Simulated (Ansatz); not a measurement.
Equilibrium of C2H9AlS ⇌ CH5AlS + CH4 at process temperatures

Species: C2H9AlS `C[S+](C)[AlH3-]`, singlet; CH5AlS `C[S][AlH2]`, singlet; CH4 (methane) `C`, singlet. 

The electronic reaction energy at CCSD(T)/CBS estimate is -75.0 kJ/mol. Shapes: PBE0-D4/def2-TZVP. Programs: Ansatz 0.2.0. Enthalpy and entropy come from rigid-rotor, harmonic-oscillator sums on unscaled PBE0-D4/def2-TZVP wavenumbers, ideal gases at 1 bar. Symmetry numbers: C2H9AlS 1, CH5AlS 1, CH4 12. R = 8.3145 J/(mol K).

| T (K) | ΔH (kJ/mol) | ΔS (J/(mol K)) |
| --- | --- | --- |
| 400 | -73.0 | +133.5 |
| 600 | -76.0 | +127.5 |
| 800 | ? | ? |

Work out ln K at 400 and 600 K, and from these estimate it at 800 K.


1. 400 K: ΔG = -73.0 − 400 × (+133.5)/1000 = -126.4 kJ/mol; ln K = −ΔG/RT = +38.01.
2. 600 K: ΔG = -76.0 − 600 × (+127.5)/1000 = -152.5 kJ/mol; ln K = −ΔG/RT = +30.57.
3. Slope against 1000/T: (+30.57 − (+38.01))/(1.6667 − 2.5000) = +8.93, that is −ΔH/R with ΔH near -74 kJ/mol.
4. 800 K: ln K = +38.01 + (+8.93) × (1.2500 − 2.5000) = +26.85.

The full sums give ΔH = -79.7 kJ/mol, ΔS = +122.1 J/(mol K), ΔG = -177.4 kJ/mol and ln K = +26.67 at 800 K, so the line is off by +0.18 in ln K; without rounding the miss is +0.17, from the change of ΔH with temperature. The products are favoured over this whole range. The number of molecules rises, which sets the sign of ΔS, and lower pressure favours the products. An error of 10 kJ/mol in the energy moves ln K by 1.5 at 800 K. Soft modes are treated as harmonic, which can err either way at these temperatures; the lowest are those of C2H9AlS (95 cm⁻¹), CH5AlS (89 cm⁻¹). The CBS estimate extrapolates MP2 from def2-TZVPP and def2-QZVPP and adds CCSD(T) − MP2 in the triple-zeta set, cores frozen.

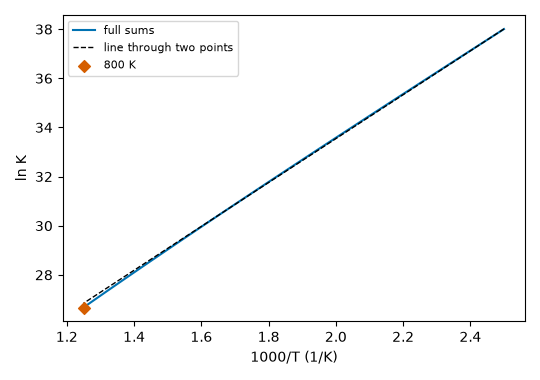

The van 't Hoff plot.
